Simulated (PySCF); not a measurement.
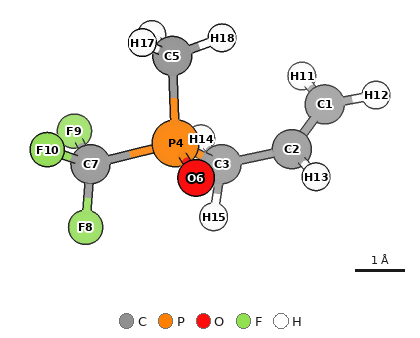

*The structure as given in the input (ball-and-stick view, seen at a tilt; atoms are numbered from 1 in the order of the input).*

# Run report: C5H8F3OP, NMR shielding calculation

System: C5H8F3OP.
Method: GIAO PBE0/pcSseg-1 NMR shielding, non-relativistic, gas phase (PySCF 2.14.0).

The geometry comes from this level: PBE0-D3(BJ)/def2-SVP. Figures and captions count atoms from 1; the log counts them from 0 in places.

## Log
```
coarse grid: 16360 points
cycle   1  E = -910.2781339942  dE =  1.620e+00  |g| = 1.271e+00  |ddm| = 3.846e+00
cycle   2  E = -909.1458257340  dE =  1.132e+00  |g| = 2.703e+00  |ddm| = 3.977e+00
cycle   3  E = -910.5548547713  dE = -1.409e+00  |g| = 3.666e-01  |ddm| = 3.358e+00
cycle   4  E = -910.5776161272  dE = -2.276e-02  |g| = 1.619e-01  |ddm| = 4.446e-01
cycle   5  E = -910.5819735898  dE = -4.357e-03  |g| = 2.544e-02  |ddm| = 1.185e-01
cycle   6  E = -910.5821080794  dE = -1.345e-04  |g| = 8.302e-03  |ddm| = 2.519e-02
cycle   7  E = -910.5821208993  dE = -1.282e-05  |g| = 2.390e-03  |ddm| = 7.602e-03
cycle   8  E = -910.5821220751  dE = -1.176e-06  |g| = 8.145e-04  |ddm| = 2.804e-03
final grid: 156968 points
cycle   9  E = -910.6711256172  dE = -4.090e-05  |g| = 1.166e-02  |ddm| = 3.083e-02
cycle  10  E = -910.6710820056  dE =  4.361e-05  |g| = 1.905e-02  |ddm| = 2.483e-02
cycle  11  E = -910.6711528560  dE = -7.085e-05  |g| = 3.073e-03  |ddm| = 1.779e-02
cycle  12  E = -910.6711547230  dE = -1.867e-06  |g| = 2.283e-04  |ddm| = 2.840e-03
cycle  13  E = -910.6711547283  dE = -5.266e-09  |g| = 1.410e-04  |ddm| = 2.742e-04
cycle  14  E = -910.6711547312  dE = -2.957e-09  |g| = 3.668e-05  |ddm| = 1.163e-04
cycle  15  E = -910.6711547315  dE = -2.879e-10  |g| = 1.196e-05  |ddm| = 4.382e-05
```

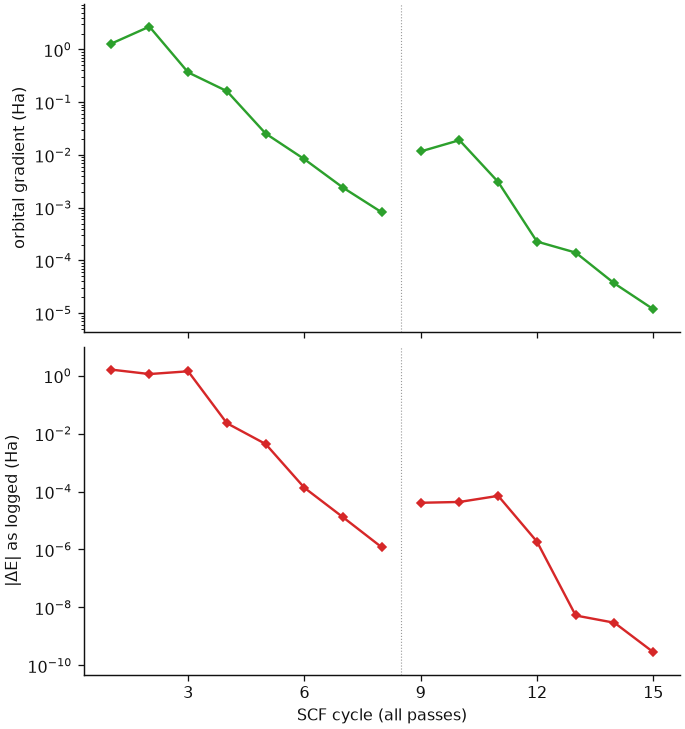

*Convergence of the self-consistent field: orbital gradient and size of the energy change against the SCF cycle. The dotted line marks the change from a coarse to the final integration grid.*

The first 8 cycles use a coarse grid, the final grid takes over at cycle 9, and the field converges after 15 cycles in all.

```
converged SCF energy = -910.6711547315

GIAO shielding tensors (ppm)
atom      isotropic    diamagn.    paramagn.     s11        s22        s33       span
  0 C       55.486     254.577    -199.092    -61.221     73.957    153.722    214.943
  1 C       47.635     256.829    -209.194    -74.940     52.875    164.969    239.908
  2 C      147.585     258.740    -111.155    131.225    153.729    157.802     26.577
  3 P      299.991     965.763    -665.773    217.709    223.761    458.503    240.794
  4 C      174.300     258.681     -84.381    156.150    173.822    192.929     36.779
  5 O      237.710     393.780    -156.069    128.333    262.024    322.773    194.440
  6 C       55.617     257.344    -201.727     51.743     56.293     58.814      7.071
  7 F      272.118     473.698    -201.580    189.097    286.783    340.473    151.376
  8 F      263.057     477.511    -214.453    183.186    267.032    338.954    155.768
  9 F      269.519     471.286    -201.767    187.794    282.134    338.629    150.835
 10 H       25.780      31.438      -5.657     21.821     25.216     30.304      8.482
 11 H       25.605      28.003      -2.398     22.497     24.656     29.662      7.165
 12 H       25.023      30.882      -5.860     22.152     24.481     28.435      6.283
 13 H       29.208      34.424      -5.216     25.431     29.800     32.393      6.962
 14 H       28.281      31.844      -3.563     23.934     28.600     32.309      8.375
 15 H       30.387      32.436      -2.049     26.550     28.429     36.181      9.632
 16 H       29.706      29.271       0.434     25.693     27.573     35.851     10.157
 17 H       29.558      31.951      -2.394     25.068     28.709     34.896      9.828
```

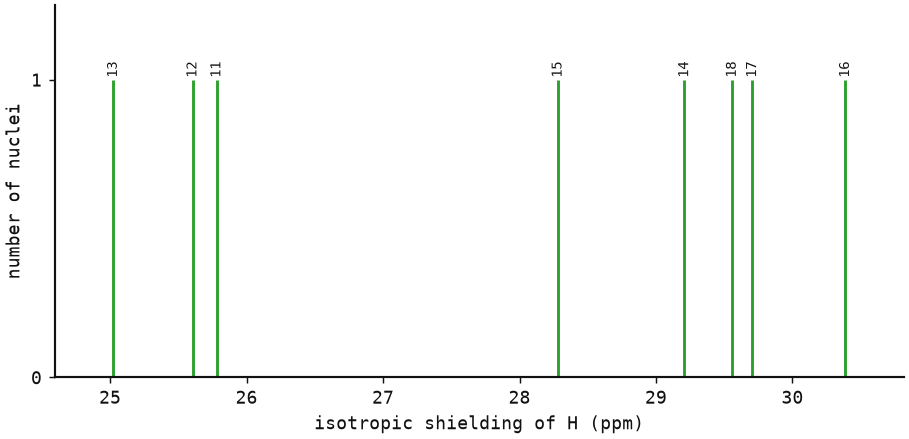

*Isotropic shieldings of the hydrogen nuclei in this fixed geometry, labelled by atom number; shielding grows to the right, so chemical shift grows to the left.*

The least shielded is H13 (25.0 ppm), the most shielded H16 (30.4 ppm).

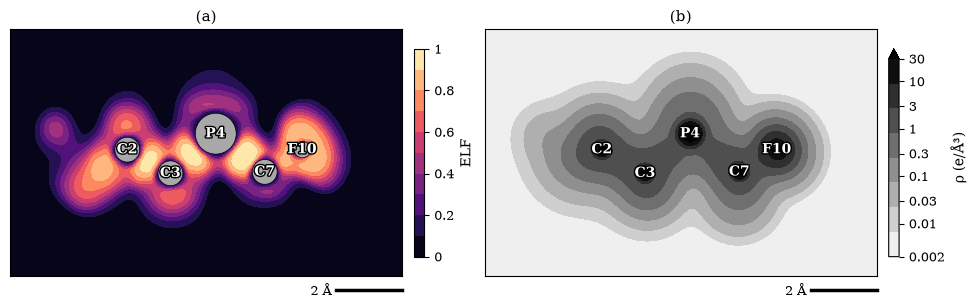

*(a) electron localisation function; (b) total electron density on the plane of atoms C3, P4 and C7. Grey discs, where drawn, cover atomic cores.*

Atoms in the plane: C, P and F. C–P (1.83 Å): ρ at the midpoint is about 1.2 e/Å³; the ELF peaks at about 0.95 between the atoms (a shared electron pair).

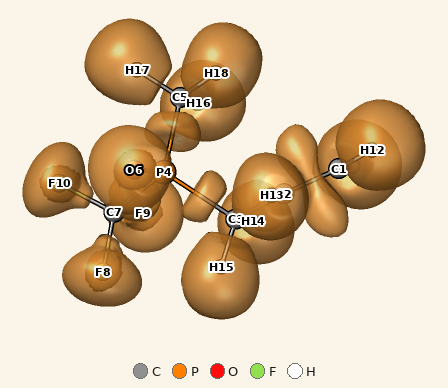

*Isosurface of the ELF at 0.75 (orange), seen at a tilt. Core shells and regions of very low density are left out.*

C–C (1.33 Å): the ELF peaks at about 0.90 between the atoms; a multiple bond by its length, whose ELF region spreads away from the axis.

The run was set up as follows.

## Input
```
{"job": {"kind": "nmr", "xc": "PBE0", "basis": "pcSseg-1"}, "charge": 0, "multiplicity": 1}
C      2.768302     0.594828     0.350871
C      1.927668    -0.438989     0.286706
C      0.753013    -0.519954    -0.633082
P     -0.798904    -0.550377     0.329067
C     -1.041856     1.101126     1.015065
O     -0.924880    -1.686242     1.286350
C     -2.076984    -0.595103    -1.056635
F     -1.941593    -1.700807    -1.786028
F     -1.923499     0.457562    -1.877900
F     -3.315950    -0.556559    -0.575196
H      2.661908     1.462802    -0.308233
H      3.602256     0.603885     1.056854
H      2.057647    -1.291953     0.962175
H      0.723608     0.311621    -1.354328
H      0.751317    -1.469382    -1.195562
H     -1.039030     1.869745     0.229663
H     -2.002323     1.113222     1.549358
H     -0.231082     1.296640     1.731436
```

The first line tells a small driver script what to run in PySCF; the rest is the geometry in Å.

Launch command:
```bash
OMP_NUM_THREADS=1 python <driver script> task.json out
```

## Key numbers

```csv
quantity,value
outcome,converged
total energy,−910.671155 hartree
HOMO,−7.77 eV
LUMO,−0.45 eV
dipole moment,4.05 D
"isotropic shielding, C",47.6 to 174.3 ppm
"isotropic shielding, P",300.0 ppm
"isotropic shielding, O",237.7 ppm
"isotropic shielding, F",263.1 to 272.1 ppm
"isotropic shielding, H",25.0 to 30.4 ppm
hardware,"1 CPU thread, shared host"
wall time,50 s
peak memory,1 GiB
```
